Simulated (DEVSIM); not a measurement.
System: illuminated Si p-on-n cell, one wavelength, with a back-surface field, at 250 K.

```csv
layer (left to right),material,thickness (μm),Nd (cm⁻³),Na (cm⁻³),τn (s),τp (s),absorption coefficient (cm⁻¹)
1,Si,0.890,-,2.6e18,4.3e-7,1.3e-6,2600
2,Si,240,1.9e17,-,1.6e-5,1.6e-5,2600
3,Si,1.20,7e18,-,1.6e-5,1.6e-5,2600
```

Left contact: ohmic, minority electron recombination velocity 4e5 cm/s. Right contact: ohmic, minority hole recombination velocity 2000 cm/s. Voltage is applied to the left contact. Recombination: SRH at mid-gap, radiative, Auger. Gap narrowing is on: ΔEg = 6.92 meV × (l + √(l² + 0.5)), l = ln(N/1.3e17 cm⁻³), shared equally by both band edges. Light enters at the left, 1.3e17 photons cm⁻² s⁻¹, one pass, no reflection. Mobility is constant in doping.

Constants are typed, rounded textbook-type inputs, not results; the design itself was drawn at random and stands for no fabricated device. Values at 300 K; Nc and Nv go as T^1.5, mobilities as T to minus their exponent, the gap by Varshni's rule with the affinity fixed.

| parameter | Si |
|---|---|
| gap (eV) | 1.124 |
| affinity (eV) | 4.05 |
| permittivity | 11.7 |
| Nc (cm⁻³) | 2.86e19 |
| Nv (cm⁻³) | 3.1e19 |
| μn (cm²/Vs) | 1417 |
| μp (cm²/Vs) | 470 |
| T exponent of μn | 2.3 |
| T exponent of μp | 2.2 |
| B (cm³/s) | 4.7e-15 |
| Cn (cm⁶/s) | 2.8e-31 |
| Cp (cm⁶/s) | 9.9e-32 |
| Varshni α (eV/K) | 0.000473 |
| Varshni β (K) | 636 |

DEVSIM, 1D drift-diffusion, Boltzmann statistics, complete ionisation; no tunnelling, impact ionisation, image-force lowering or self-heating.

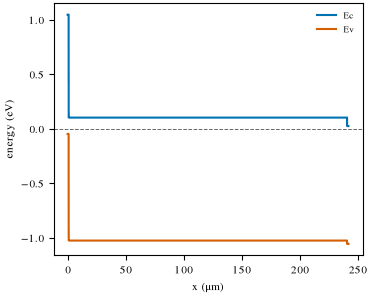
*Band edges at zero bias, in the dark*

Energies count from the Fermi level of the right contact; mesh points crowd at the junctions.

```csv
x (μm),Ec (eV),Ev (eV),n (cm⁻³),p (cm⁻³),field (V/cm)
0.000,1.047,-0.048,< 1e2,2.6e18,≈ 0
0.06194,1.047,-0.048,< 1e2,2.6e18,≈ 0
0.2748,1.047,-0.048,< 1e2,2.6e18,≈ 0
0.6979,1.047,-0.048,< 1e2,2.6e18,≈ 0
0.8740,1.046,-0.048,< 1e2,2.6e18,-860
0.9181,0.460,-0.667,1.1e10,830000,-140000
1.058,0.102,-1.026,1.9e17,< 1e2,≈ 0
1.934,0.102,-1.026,1.9e17,< 1e2,≈ 0
4.810,0.102,-1.026,1.9e17,< 1e2,≈ 0
15.43,0.102,-1.026,1.9e17,< 1e2,≈ 0
54.61,0.102,-1.026,1.9e17,< 1e2,≈ 0
194.0,0.102,-1.026,1.9e17,< 1e2,≈ 0
228.2,0.102,-1.026,1.9e17,< 1e2,≈ 0
237.5,0.102,-1.026,1.9e17,< 1e2,≈ 0
240.3,0.102,-1.026,1.9e17,< 1e2,≈ 0
240.8,0.102,-1.026,1.9e17,< 1e2,≈ 0
240.9,0.099,-1.029,2.2e17,< 1e2,-4000
240.9,0.024,-1.056,7.0e18,< 1e2,≈ 0
241.1,0.024,-1.056,7.0e18,< 1e2,≈ 0
241.7,0.024,-1.056,7.0e18,< 1e2,≈ 0
242.0,0.024,-1.056,7.0e18,< 1e2,≈ 0
242.1,0.024,-1.056,7.0e18,< 1e2,≈ 0
```
